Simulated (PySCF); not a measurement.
## Electronic structure of C2H7NOSi3 (SMILES N#C[Si]1(O)[SiH2]C[SiH2]1) in real space

Input file:

```
{"job": {"kind": "nmr", "xc": "PBE0", "basis": "pcSseg-1"}, "charge": 0, "multiplicity": 1}
N      2.490317     0.068313     2.773588
C      1.995377     0.016820     1.739347
Si     1.144615    -0.035813     0.068778
O      2.320636    -0.107298    -1.066192
Si    -0.573490    -1.574818    -0.287504
C     -1.766065    -0.050525    -0.297248
Si    -0.618462     1.498343    -0.119684
H      3.098210     0.444946    -1.076562
H     -0.627802    -2.309241    -1.556394
H     -0.908176    -2.536668     0.768543
H     -2.487188    -0.106651     0.518255
H     -2.371103    -0.010099    -1.202406
H     -1.002958     2.337456     1.020282
H     -0.694589     2.364762    -1.304970
```

Command:

```sh
OMP_NUM_THREADS=1 python probes_run.py task.json out
```

Geometry: GFN2-xTB.

Method: PySCF, PBE0/pcSseg-1, SCF density, gas phase, non-relativistic.

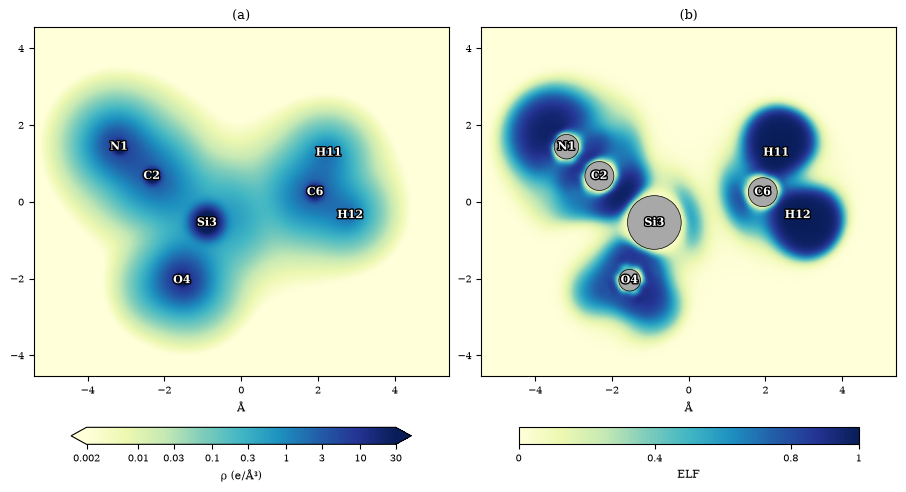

Figure 1. (a) electron density; (b) ELF on the plane of atoms C2, Si3 and O4. Grey discs cover the atomic cores in the ELF map.

Question: What do the fields say about this system?

Answer: The plane passes through N, C, Si, O and H nuclei.
C–N (1.15 Å): ρ is about 3.6 e/Å³ halfway; the ELF peaks at about 0.85 between the atoms; a multiple bond.
Si–O (1.64 Å): ρ is about 1.1 e/Å³ halfway; the ELF peaks at about 0.85 between the atoms: a polar covalent bond.
C–Si (1.88 Å): the density is about 0.88 e/Å³ at the midpoint; the ELF peaks at about 1 between the atoms (a shared electron pair).
C–H (1.09 Å): ρ at the midpoint is about 1.9 e/Å³; the ELF climbs to about 1 towards the hydrogen, as it does in any bond to H (an ordinary covalent bond to hydrogen).
The ELF also peaks beside O4 and N1, away from the bonds: lone-pair regions.

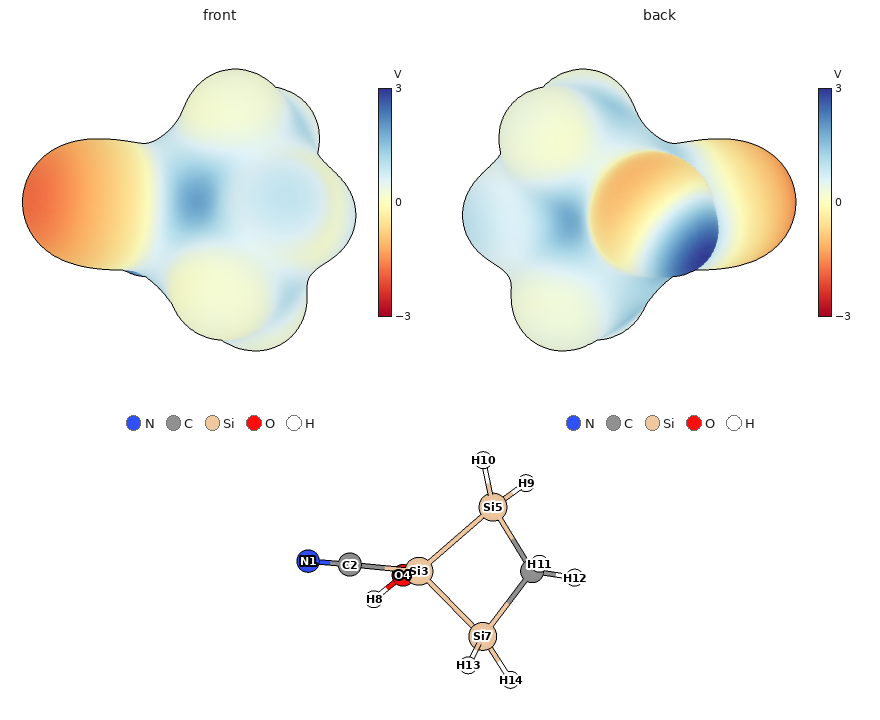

Figure 2. The electrostatic potential painted on the density surface at 0.002 e/bohr³, seen from the front and from behind; red is negative and blue positive. The bare structure is drawn below in the same view.

Question: Where is the surface potential most negative and most positive?

Answer: The most negative region (about −1.8 V) lies over N1, the most positive (about +2.8 V) over H8. N1 is the likeliest acceptor of a hydrogen bond.
